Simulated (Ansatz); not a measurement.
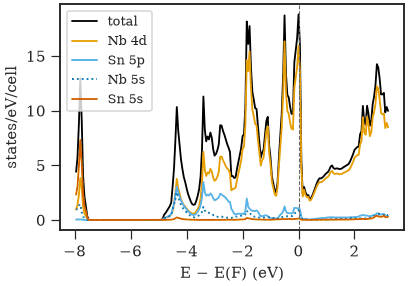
Figure. Total and projected density of states of Nb3Sn (A15 (Cr3Si type), space group No. 223), PBE (plane waves, PAW; program Ansatz)

Which orbitals carry the states next to the Fermi level?

Within 0.5 eV of the Fermi level: Nb 4d 86 %, Sn 5p 6 %. Projections are on Löwdin-orthogonalised atomic valence shells; empty p or d shells of many metals are not among them.

Where is the tallest occupied peak in this window, and what makes it?

Near -0.5 eV, about 19 states/eV per cell; the largest projected share is Nb 4d.

Space group Pm-3n (A15 (Cr3Si type)). Symmetry was held in the PBE relaxation. The run is not spin-polarised. Spin–orbit coupling is left out wherever it is not named.

Potentials: the earlier of the program's two PAW sets.
